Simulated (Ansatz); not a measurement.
# TiSiB in the AlB2 type: Migdal–Eliashberg transition temperature, part 2 of 2

Wanted: λ, ω_log and Tc of TiSiB in the AlB2 type. The cell shown first is a relaxed one, from steps not shown here.

Ansatz 0.2.0; DFT PBE, scalar-relativistic, plane waves, PAW; PAW set soft_1.

So far, coupling constant λ: step 2 (electron–phonon run: q 3×3×2, k 9×9×6, scattering 12×12×12) 1.24.

The structure was built from a prototype and need not be the compound's stable phase.

## Step 3: Resistivity: scattering mesh 18×18×16

The next rung changes the scattering mesh, which samples the Fermi surface.

Contents of input.yaml:

```yaml
crystal:
  lattice:
    - [3.4416589762, 2.7131e-06, 0.0]
    - [-1.7208318377, 2.980562748, 0.0]
    - [0.0, 0.0, 3.3822744199]
  atoms:
    - { symbol: Ti, position: [0.0, 0.0, 0.0] }
    - { symbol: B, position: [0.3333333333, 0.6666666667, 0.5] }
    - { symbol: Si, position: [0.6666666667, 0.3333333333, 0.5] }
kpoints:
  mp_grid: { grid: [9, 9, 6] }
hamiltonian:
  xc: pbe
  pseudopotentials: { kind: paw, azcp: { folder: soft_1 } }
scf:
  occupations: { method: methfessel_paxton, width: 0.2 }
output:
  eigenvalues: true
phonons:
  method: dfpt
  qmesh: [3, 3, 2]
  temperatures: { t_max: 1000, t_step: 50 }
  qpath:
    path:
      - [[0.0, 0.0, 0.0], [0.5, 0.0, 0.0], [0.33333333, 0.33333333, 0.0], [0.0, 0.0, 0.0], [0.0, 0.0, 0.5], [0.5, 0.0, 0.5], [0.33333333, 0.33333333, 0.5], [0.0, 0.0, 0.5]]
      - [[0.5, 0.0, 0.5], [0.5, 0.0, 0.0]]
      - [[0.33333333, 0.33333333, 0.5], [0.33333333, 0.33333333, 0.0]]
    npoints: 10
  electrical_resistivity:
    mesh: [18, 18, 16]
    temperatures: [20.0, 50.0, 77.0, 100.0, 150.0, 200.0, 300.0, 400.0, 600.0, 800.0]
  superconductivity: { mesh: [18, 18, 16] }
```

Run with:

```sh
ansatz run input.yaml --threads 4 --pin off --max-ram 12288MiB --backend cpu --events-out ev --progress --plain --runs-dir out
```

Numbers of over 12 decimals in the logs are rounded to 6 here.

Log:

```text
[...]
Crystal: 3 atoms, lattice volume = 34.696 Å³
Basis set: ecut = 420 eV, 671 PW (Γ), exchange–correlation on 48×48×48 points (8 copies of the dense FFT grid, shifted against one another)
Bands: 14, of which v1, the nominal top of the filled ones, is band 10 counted from 1 (9 counted from 0)
Symmetry: 12 space group operations
k-points: 48 of 486 (time reversal used)
[...]
SCF iter   1: F=—  HF=-3293.088162 eV  |F-HF|=—  |Δ(HF+E_count)|=         —  Δρ=6.42e-2  dr2=2.20e0  ethr=3.10e-3  ⟨swp⟩=5.1  Hψ=3710  notcnv=0
[...]
SCF iter   9: F=-3292.582870 eV  HF=-3292.582870 eV  |F-HF|=1.82e-12  |Δ(HF+E_count)|=  1.82e-12  S|Δr|=    0.00e0  Δρ=1.43e-7  dr2=2.37e-12  ethr=1.00e-12  ⟨swp⟩=6.4  Hψ=2899  notcnv=0
SCF 1 converged in 9 iterations: F = -3292.582870 eV  dr2 = 2.37e-12
[...]
NSCF: frozen V_eff on 48 k-points
[...]
SCF iter   1: F=—  HF=-3293.088162 eV  |F-HF|=—  |Δ(HF+E_count)|=         —  Δρ=6.42e-2  dr2=2.20e0  ethr=3.10e-3  ⟨swp⟩=5.1  Hψ=3710  notcnv=0
[...]
SCF iter   9: F=-3292.582870 eV  HF=-3292.582870 eV  |F-HF|=9.09e-13  |Δ(HF+E_count)|=  1.82e-12  S|Δr|=    0.00e0  Δρ=1.42e-7  dr2=2.35e-12  ethr=1.00e-12  ⟨swp⟩=3.0  Hψ=1609  notcnv=0
SCF 2 converged in 9 iterations: F = -3292.582870 eV  dr2 = 2.35e-12
[...]
SCF converged after 9 iterations
[...]
Free energy (F): -3292.582870 eV
[...]
Internal energy: -3292.579974 eV  (E = F + TS)
E sigma→0 (E₀):  -3292.582146 eV
Entropy (-TS):   -0.002896 eV (-0.965 meV/atom)
Fermi energy:    14.088359 eV
[...]
--- Band table (eV; the first three rows and the last of 48) ---
  k-point 0: bands = [... 6 lower, 10.2617, 11.4934, 11.4955, 14.7665, 14.7665, 15.5043, 15.5043, 15.9838]
  k-point 1: bands = [... 6 lower, 10.5032, 10.5032, 13.2518, 13.6780, 13.6780, 15.6872, 15.6872, 16.2775]
  k-point 2: bands = [... 6 lower, 11.1306, 11.1306, 12.7917, 12.7917, 14.5212, 14.5212, 14.6433, 17.0680]
  k-point 47: bands = [... 6 lower, 7.7063, 9.7574, 10.1345, 15.5664, 15.9658, 16.2429, 16.3678, 16.6487]
[...]
ASR residual: 6.706e-5 → 0.000e0 eV/Å²; symmetrization residual: 7.628e-8 eV/Å²
  ASR residual per site (eV/Å²): 6.71e-5 1.38e-5 2.21e-5
  Γ frequencies (cm⁻¹): 0.00 0.00 0.00 228.92 285.01 285.01 360.24 739.16 739.16
--- Phonons (arbitrary-q DFPT): 6 irreducible q on the 3×3×2 mesh ---
[...]
interpolated dispersion: 93 rows × 9 modes
[...]
--- Electrical resistivity: potentials and phonons of a 3×3×2 supercell ---
[...]
at the Fermi level of each mesh (of a tensor a third of its trace):
[...]
18×18×16                     0.8298              5.8004    1.2190    1.1661          19.808
          9×9×8                     0.8320              5.5244    1.2483    1.2172          19.882
  resistivity on the deck's mesh, µΩ·cm:
[...]
20.00     1.5788e-2              no     1.7991e-2     1.7991e-2     1.1382e-2       4.2232e-2         1.9225e-2
     50.00      1.3398e0              no      1.5214e0      1.5214e0     9.7638e-1        1.9709e0          1.3991e0
     77.00      4.4798e0              no      5.0893e0      5.0893e0      3.2608e0        5.4877e0          4.6002e0
    100.00      7.7941e0              no      8.8309e0      8.8309e0      5.7205e0        8.9499e0          7.9532e0
    150.00      1.5465e1              no      1.7433e1      1.7433e1      1.1530e1        1.6847e1          1.5698e1
    200.00      2.3110e1              no      2.5980e1      2.5980e1      1.7370e1        2.4804e1          2.3421e1
    300.00      3.7959e1              no      4.2580e1      4.2580e1      2.8716e1        4.0635e1          3.8442e1
    400.00      5.2295e1              no      5.8613e1      5.8613e1      3.9659e1        5.6376e1          5.2961e1
    600.00      7.9719e1              no      8.9273e1      8.9273e1      6.0611e1        8.7623e1          8.0759e1
    800.00      1.0578e2              no      1.1834e2      1.1834e2      8.0669e1        1.1846e2          1.0720e2
[...]
vibrations of 18 cells: unjudged by the run; compare a larger repeat
[...]
--- Superconductivity: potentials and phonons of a 3×3×2 supercell ---
           mesh         λ    ħω_log (meV)  μ* declared at (meV)
       18×18×16    1.2190          19.808               27.167
          9×9×8    1.2483          19.882               27.301
  λ by the species' shares of the modes' patterns: Ti 0.8382, B 0.1650, Si 0.2158
[...]
0.08     22.542        25.037        23.725        23.861        24.541        24.825         24.815
      0.10     20.976        23.069        21.646        21.755        22.503        22.745         22.735
      0.12     19.421        21.180        19.662        19.755        20.563        20.772         20.760
      0.13     18.649        20.262        18.706        18.794        19.629        19.825         19.811
      0.14     17.882        19.360        17.774        17.859        18.719        18.905         18.889
      0.16     16.363        17.605        15.983        16.067        16.971        17.141         17.121
      0.20     13.409        14.278        12.693        12.793        13.764        13.922         13.890
[...]
not converged in the mesh (λ): between neighbouring meshes, the two finest first, λ moves by 2.41 % and the anisotropic transition temperature over the full bandwidth at μ* = 0.13 by 2.89 %; converged means that the two finest part by at most 2.00 % and 5.00 %
  vibrations of 18 cells: unjudged by the run; compare a larger repeat
[...]
```

It took 4.1 min on 4 threads of Arm Neoverse V1, shared host; peak memory 1.8 GiB.

This step gave:

| Quantity | Value |
| --- | --- |
| resistivity at 300 K | 37.96 μΩ cm, mean of the axes |
| coupling constant λ | 1.219 |
| density of states at the Fermi level | 0.8298 states/eV a spin and cell |
| log mean phonon energy ħω_log | 19.81 meV |
| transport coupling constant λ_tr | 1.183, 1.183, 1.133 (xx, yy, zz) |
| Drude plasma energy | 5.426, 5.426, 6.484 eV (xx, yy, zz) |
| resistivity times mean free path | 8.637, 8.637, 6.563 × 10⁻¹⁶ Ω m² (xx, yy, zz) |
| second-moment phonon energy ħω₂ | 27.17 meV |

Transition temperatures:

```tsv
μ*	McMillan Tc (K)	Allen–Dynes Tc (K)	isotropic Fermi-surface Tc (K)	isotropic full bandwidth Tc (K)	anisotropic Fermi-surface Tc (K)	anisotropic full bandwidth Tc (K)	anisotropic narrow window Tc (K)
0.08	22.5	25	23.7	23.9	24.5	24.8	24.8
0.1	21	23.1	21.6	21.8	22.5	22.7	22.7
0.12	19.4	21.2	19.7	19.8	20.6	20.8	20.8
0.13	18.6	20.3	18.7	18.8	19.6	19.8	19.8
0.14	17.9	19.4	17.8	17.9	18.7	18.9	18.9
0.16	16.4	17.6	16	16.1	17	17.1	17.1
0.2	13.4	14.3	12.7	12.8	13.8	13.9	13.9
```

For the coupling constant λ, step 2 gave 1.24; this run, with scattering mesh 18×18×16, gives 1.22 (-2 %).

## Step 4: Resistivity: q 3×3×3, k 9×9×9, scattering 18×18×12

The next rung changes the q mesh, which sets the reach of the force constants and couplings; the k mesh of the density and its response; the scattering mesh, which samples the Fermi surface; the phonon self-energy between the q points, now taken in.

input.yaml: that of step 3 with these lines changed.

```diff
@@ -10,3 +10,3 @@
 kpoints:
-  mp_grid: { grid: [9, 9, 6] }
+  mp_grid: { grid: [9, 9, 9] }
 hamiltonian:
@@ -20,3 +20,3 @@
   method: dfpt
-  qmesh: [3, 3, 2]
+  qmesh: [3, 3, 3]
   temperatures: { t_max: 1000, t_step: 50 }
@@ -29,4 +29,4 @@
   electrical_resistivity:
-    mesh: [18, 18, 16]
+    mesh: [18, 18, 12]
     temperatures: [20.0, 50.0, 77.0, 100.0, 150.0, 200.0, 300.0, 400.0, 600.0, 800.0]
-  superconductivity: { mesh: [18, 18, 16] }
+  superconductivity: { mesh: [18, 18, 12] }
```

Log:

```text
[...]
Crystal: 3 atoms, lattice volume = 34.696 Å³
Basis set: ecut = 420 eV, 671 PW (Γ), exchange–correlation on 48×48×48 points (8 copies of the dense FFT grid, shifted against one another)
Bands: 14, of which v1, the nominal top of the filled ones, is band 10 counted from 1 (9 counted from 0)
Symmetry: 12 space group operations
k-points: 60 of 729 (time reversal used)
[...]
SCF iter   1: F=—  HF=-3293.092946 eV  |F-HF|=—  |Δ(HF+E_count)|=         —  Δρ=6.45e-2  dr2=2.22e0  ethr=3.10e-3  ⟨swp⟩=5.1  Hψ=4671  notcnv=0
[...]
SCF iter   9: F=-3292.583639 eV  HF=-3292.583639 eV  |F-HF|=0.00e0  |Δ(HF+E_count)|=  8.19e-12  S|Δr|=    0.00e0  Δρ=1.03e-7  dr2=1.25e-12  ethr=1.00e-12  ⟨swp⟩=6.0  Hψ=3518  notcnv=0
SCF 1 converged in 9 iterations: F = -3292.583639 eV  dr2 = 1.25e-12
[...]
SCF iter   1: F=—  HF=-3293.092946 eV  |F-HF|=—  |Δ(HF+E_count)|=         —  Δρ=6.45e-2  dr2=2.22e0  ethr=3.10e-3  ⟨swp⟩=5.1  Hψ=4671  notcnv=0
[...]
SCF iter   9: F=-3292.583639 eV  HF=-3292.583639 eV  |F-HF|=9.09e-13  |Δ(HF+E_count)|=  1.55e-11  S|Δr|=    0.00e0  Δρ=1.02e-7  dr2=1.24e-12  ethr=1.00e-12  ⟨swp⟩=3.0  Hψ=1946  notcnv=0
SCF 2 converged in 9 iterations: F = -3292.583639 eV  dr2 = 1.24e-12
[...]
SCF converged after 9 iterations
[...]
Free energy (F): -3292.583639 eV
[...]
Internal energy: -3292.581938 eV  (E = F + TS)
E sigma→0 (E₀):  -3292.583214 eV
Entropy (-TS):   -0.001701 eV (-0.567 meV/atom)
Fermi energy:    14.070551 eV
[...]
--- Band table (eV; the first three rows and the last of 60) ---
  k-point 0: bands = [... 6 lower, 10.2610, 11.4917, 11.4966, 14.7632, 14.7632, 15.5019, 15.5019, 15.9851]
  k-point 1: bands = [... 6 lower, 10.3696, 10.3696, 12.7194, 14.0950, 14.0950, 15.8015, 15.8015, 16.1194]
  k-point 2: bands = [... 6 lower, 10.6814, 10.6814, 13.3038, 13.3038, 13.7445, 15.3768, 15.3768, 16.4929]
  k-point 59: bands = [... 6 lower, 7.6516, 9.8089, 10.1745, 15.5215, 15.9572, 16.2562, 16.4725, 16.5090]
[...]
ASR residual: 3.226e-5 → 0.000e0 eV/Å²; symmetrization residual: 1.180e-7 eV/Å²
  ASR residual per site (eV/Å²): 2.72e-5 2.40e-5 3.23e-5
  Γ frequencies (cm⁻¹): 0.00 0.00 0.00 224.15 279.15 279.15 354.72 720.31 720.31
--- Phonons (arbitrary-q DFPT): 6 irreducible q on the 3×3×3 mesh ---
[...]
interpolated dispersion: 93 rows × 9 modes
[...]
--- Electrical resistivity: potentials and phonons of a 3×3×3 supercell ---
[...]
at the Fermi level of each mesh (of a tensor a third of its trace):
[...]
18×18×12                     0.8367              5.7693    1.3045    1.2731          19.148
          9×9×6                     0.7866              5.3910    1.1601    1.2032          19.417
  resistivity on the deck's mesh, µΩ·cm:
[...]
20.00     1.9090e-2              no     2.1477e-2     2.1477e-2     1.4315e-2       5.6148e-2         2.1899e-2
     50.00      1.6326e0              no      1.8425e0      1.8425e0      1.2129e0        2.3522e0          1.6327e0
     77.00      5.2962e0              no      5.9840e0      5.9839e0      3.9206e0        6.3562e0          5.2453e0
    100.00      9.0321e0              no      1.0181e1      1.0181e1      6.7349e0        1.0218e1          8.9413e0
    150.00      1.7504e1              no      1.9632e1      1.9632e1      1.3247e1        1.8919e1          1.7350e1
    200.00      2.5867e1              no      2.8930e1      2.8930e1      1.9742e1        2.7622e1          2.5667e1
    300.00      4.2057e1              no      4.6907e1      4.6907e1      3.2358e1        4.4865e1          4.1787e1
    400.00      5.7679e1              no      6.4242e1      6.4242e1      4.4553e1        6.1964e1          5.7355e1
    600.00      8.7570e1              no      9.7374e1      9.7374e1      6.7963e1        9.5838e1          8.7170e1
    800.00      1.1592e2              no      1.2872e2      1.2872e2      9.0335e1        1.2918e2          1.1549e2
[...]
vibrations of 27 cells: unjudged by the run; compare a larger repeat
[...]
at the force constants' own smearing the fine mesh and the k-points of their solves give squared frequencies that differ by 13.9 % of the larger at the most, at (0, 0, 0.3333)
--- Superconductivity: potentials and phonons of a 3×3×3 supercell ---
           mesh         λ    ħω_log (meV)  μ* declared at (meV)
       18×18×12    1.3045          19.148               26.278
          9×9×6    1.1601          19.417               26.624
  λ by the species' shares of the modes' patterns: Ti 0.9078, B 0.1748, Si 0.2219
[...]
0.08     23.448        26.336        24.992        25.117        25.816        26.135         26.126
      0.10     21.939        24.375        22.931        23.033        23.795        24.078         24.068
      0.12     20.436        22.496        20.960        21.048        21.867        22.121         22.109
      0.13     19.688        21.583        20.009        20.093        20.938        21.180         21.167
      0.14     18.943        20.687        19.080        19.161        20.031        20.263         20.249
      0.16     17.465        18.941        17.291        17.370        18.287        18.502         18.484
      0.20     14.571        15.623        13.984        14.074        15.069        15.266         15.239
[...]
vibrations of 27 cells: unjudged by the run; compare a larger repeat
[...]
```

Wall time 8.4 min (4 threads); peak memory 3.4 GiB.

This step gave:

- zero point energy: 0.1967 eV/cell
- highest frequency, solved or plainly interpolated: 750.9 cm⁻¹
- Debye temperature (second moment): 761 K
- resistivity at 300 K: 42.06 μΩ cm, mean of the axes
- coupling constant λ: 1.304
- density of states at the Fermi level: 0.8367 states/eV a spin and cell
- log mean phonon energy ħω_log: 19.15 meV
- transport coupling constant λ_tr: 1.294, 1.294, 1.232 (xx, yy, zz)
- Drude plasma energy: 5.42, 5.42, 6.411 eV (xx, yy, zz)
- resistivity times mean free path: 8.605, 8.605, 6.63 × 10⁻¹⁶ Ω m² (xx, yy, zz)
- second-moment phonon energy ħω₂: 26.28 meV

Transition temperatures:

```tsv
μ*	McMillan Tc (K)	Allen–Dynes Tc (K)	isotropic Fermi-surface Tc (K)	isotropic full bandwidth Tc (K)	anisotropic Fermi-surface Tc (K)	anisotropic full bandwidth Tc (K)	anisotropic narrow window Tc (K)
0.08	23.4	26.3	25	25.1	25.8	26.1	26.1
0.1	21.9	24.4	22.9	23	23.8	24.1	24.1
0.12	20.4	22.5	21	21	21.9	22.1	22.1
0.13	19.7	21.6	20	20.1	20.9	21.2	21.2
0.14	18.9	20.7	19.1	19.2	20	20.3	20.2
0.16	17.5	18.9	17.3	17.4	18.3	18.5	18.5
0.2	14.6	15.6	14	14.1	15.1	15.3	15.2
```

The Eliashberg function α²F has structure finer than the step of the table below, so its rows give means over 5 meV, whole bins alone (the curve runs from 0.364 to 92.7 meV). Peaks (meV: height): α²F 14.9: 1.10, 20.0: 0.635, 33.1: 0.356, 89.1: 0.406; α²F tr 14.2: 1.1, 20.0: 0.586, 33.8: 0.361, 89.1: 0.373.

Eliashberg function α²F against phonon energy; means over each step:

```tsv
phonon energy (meV)	α²F	α²F tr
5	0.00304	0.00169
10	0.173	0.163
15	0.775	0.768
20	0.495	0.460
25	0.241	0.231
30	0.193	0.200
35	0.298	0.312
40	0.216	0.222
45	0.0544	0.0527
50	0.0204	0.0193
55	0.0292	0.0277
60	0.0291	0.0283
65	0	0
70	0	0
75	0.00664	0.00525
80	0.0465	0.0508
85	0.106	0.105
90	0.179	0.166
```

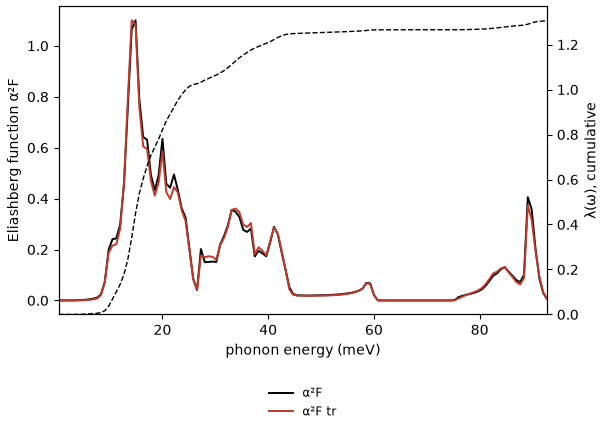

Eliashberg function α²F, plotted against phonon energy. The dashed line is the running λ.

The Eliashberg function α²F has structure finer than the step of the table below, so its rows give means over 5 meV, whole bins alone (the curve runs from 0.364 to 92.7 meV). Peaks (meV: height): α²F 14.9: 1.10, 20.0: 0.635, 33.1: 0.356, 89.1: 0.406; Ti 14.9: 0.909, 20.0: 0.563; B 27.3: 0.176, 33.8: 0.176, 84.7: 0.107, 89.1: 0.284; Si 14.9: 0.151, 36.7: 0.134, 41.1: 0.215, 89.1: 0.121.

Eliashberg function α²F against phonon energy; means over each step:

```tsv
phonon energy (meV)	α²F	Ti	B	Si
5	0.00304	0.00183	3.2e-4	9.1e-4
10	0.173	0.151	0.00566	0.0170
15	0.775	0.645	0.0263	0.104
20	0.495	0.435	0.0190	0.0411
25	0.241	0.193	0.0319	0.0165
30	0.193	0.0203	0.135	0.0382
35	0.298	0.0452	0.143	0.109
40	0.216	0.0387	0.0359	0.141
45	0.0544	0.0106	0.00676	0.0370
50	0.0204	9.2e-4	0.00434	0.0151
55	0.0292	8.5e-4	0.00429	0.0241
60	0.0291	7.6e-4	0.00205	0.0263
65	0	0	0	0
70	0	0	0	0
75	0.00664	0	0.00642	2.2e-4
80	0.0465	2.1e-5	0.0423	0.00415
85	0.106	1.0e-4	0.0851	0.0205
90	0.179	1.7e-4	0.127	0.0522
```

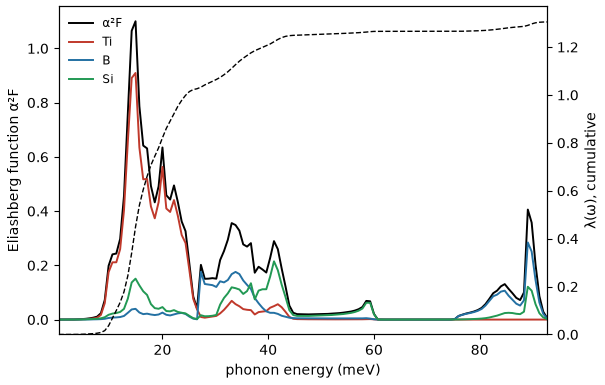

Eliashberg function α²F, plotted against phonon energy. The dashed line is the running λ.

Anisotropic full-bandwidth solution, weighted at the Fermi level. Gaps:

```tsv
mu*	T (K)	mean gap (meV)	5 % (meV)	95 % (meV)	mean Z
0.1	6.02	4.21	3.39	5.04	2.24
0.1	12	4.04	3.26	4.84	2.24
0.1	18.1	3.33	2.68	3.96	2.26
0.1	21.7	2.27	1.84	2.69	2.3
0.13	5.29	3.61	2.85	4.38	2.25
0.13	10.6	3.47	2.73	4.21	2.25
0.13	15.9	2.85	2.24	3.44	2.27
0.13	19.1	1.95	1.54	2.34	2.3
0.16	4.63	3.07	2.37	3.78	2.27
0.16	9.25	2.94	2.27	3.62	2.27
0.16	13.9	2.41	1.85	2.96	2.29
0.16	16.7	1.65	1.27	2.01	2.31
```

The dTc/da2F by phonon energy:

```tsv
phonon energy (meV)	dTc/da2F (K/meV)
10	2.50
20	2.37
30	1.96
40	1.62
50	1.36
60	1.16
70	0.996
80	0.869
90	0.764
```

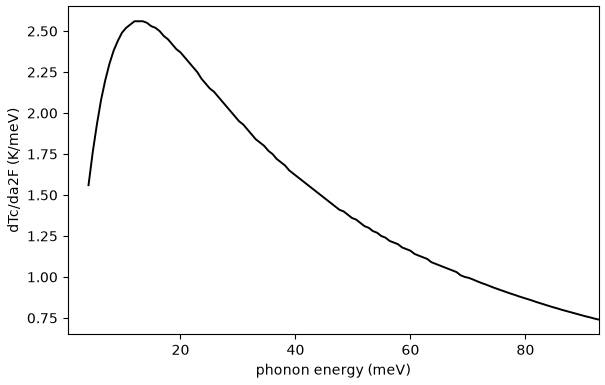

dTc/da2F against phonon energy.

Share of the Fermi-level states against lambda of a state:

```tsv
lambda of a state	share of the Fermi-level states
0.633	8.0e-4
0.698	0.0331
0.763	0
0.828	0.0101
0.893	0.0316
0.958	0.0346
1.020	0.0947
1.090	0.0817
1.150	0.0866
1.220	0.130
1.280	0.138
1.350	0.0533
1.410	0.0649
1.480	0.0229
1.540	0.0076
1.610	0.0109
1.670	0.021
1.740	0.0416
1.800	0.0534
1.870	0.0562
1.930	0.0187
2.000	0.0015
2.060	0.0057
2.130	0.0013
```

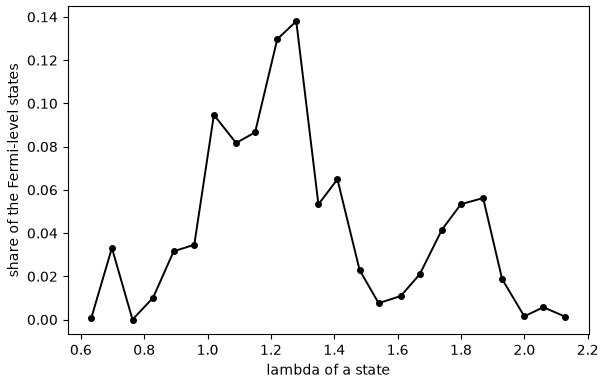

Share of the Fermi-level states, plotted against lambda of a state.

## Step 5: Results

```json
{
 "meshes": "q 3×3×3, k 9×9×9, scattering 18×18×12",
 "coupling constant λ": "1.30",
 "log mean phonon energy ħω_log": "19.1 meV",
 "Allen–Dynes Tc at μ* = 0.1": "24.4 K",
 "Allen–Dynes Tc at μ* = 0.13": "21.6 K",
 "anisotropic Eliashberg Tc at μ* = 0.1": "24.1 K",
 "anisotropic Eliashberg Tc at μ* = 0.13": "21.2 K"
}
```

In words: In the last run (PBE, q 3×3×3, k 9×9×9, scattering 18×18×12), with λ = 1.3 and ħω_log = 19.1 meV, Tc at μ* = 0.13 is 20 K by McMillan's formula, 22 K by Allen and Dynes's and 21 K by the anisotropic Eliashberg equations. Raising μ* from 0.10 to 0.16 lowers the Allen–Dynes value from 24 to 19 K. The mean gap at a quarter of Tc gives 2Δ/k_B Tc = 3.95, against 3.53 in weak-coupling theory. The gap spreads from 2.9 to 4.4 meV over nine tenths of the Fermi surface. By the run's own test λ is not converged in the fine mesh: it moves by 11 % between the two finest. The run's transport test calls it not converged in the mesh; ρ(300 K) moves by 15 % in the component that moves most. Over the runs, λ takes the values 1.24, 1.22 and 1.30, in the order shown. The structure is a hand-built model. The compound is a prototype filled by a generator; whether it can be made, and whether it orders so, was not tested. μ* is a typed number, phonons are harmonic, and spin fluctuations are left out; at μ* = 0.13 McMillan's formula turns 1 % in λ into about 1.2 % in Tc.

[Logs are printed without paths, hosts, clocks, repeated set-up lines and the standing remarks that a program may print on its own settings, such as how far it seeks lower states.]

[Hosts, paths, dates, database ids (printed as entryN), source tags and the programs' standing remarks are cut or masked in the printed files.]
